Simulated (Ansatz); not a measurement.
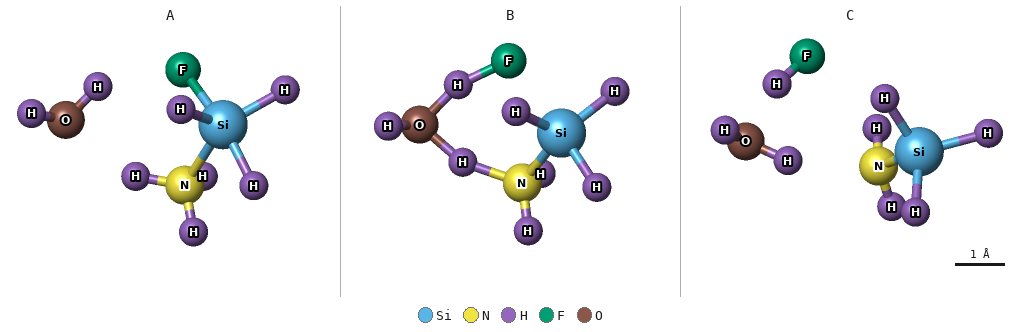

Three geometries of SiNH$_{8}$OF: a saddle point and the two minima that it joins, in shuffled order. Style: ball-and-stick. Shown at a tilt. Sticks join atoms that are closer than about 1.2 times the sum of their covalent radii (a little more with hydrogen).

Stationary points at PBE0-D4/def2-TZVP, single-point energies with CCSD(T)/CBS, B97M-V, PBE-D4 (def2-TZVPP where no basis is named; Ansatz 0.2.0). The energies are electronic, without zero-point or thermal terms, and both ends are the minima reached downhill from the saddle, with any fragments still in contact. CCSD(T)/CBS stands for a frozen-core estimate: MP2 correlation extrapolated from def2-TZVPP and def2-QZVPP, CCSD(T) minus MP2 from the smaller set.

Question: Identify the saddle point and describe the reaction.

Answer: Frame B is the saddle point. Counted by bonded pieces, C holds HF + H₂O + SiH₅N and A holds H₂O + SiH₆NF. From C over the saddle to A, bonds form: F–Si (4.18 → 2.14 → 1.73 Å), H–N (1.88 → 1.31 → 1.03 Å), H–O (1.59 → 1.17 → 0.97 Å). Bonds break: F–H (0.96 → 1.18 → 1.82 Å), H–O (0.99 → 1.19 → 1.86 Å). The saddle has one imaginary mode, 1068i cm⁻¹. With CCSD(T)/CBS the barrier is 68.1 kJ/mol from C and 79.8 kJ/mol from A, and A lies 11.7 kJ/mol below C.

| level | barrier from C (kJ/mol) | barrier from A (kJ/mol) | A less C (kJ/mol) |
| --- | --- | --- | --- |
| CCSD(T)/CBS | 68.1 | 79.8 | −11.7 |
| B97M-V | 62.4 | 87.6 | −25.2 |
| PBE-D4 | 38.4 | 48.8 | −10.4 |

Against CCSD(T)/CBS, B97M-V comes closest on the barrier from C (−5.7 kJ/mol) and PBE-D4 misses most (−29.7 kJ/mol).
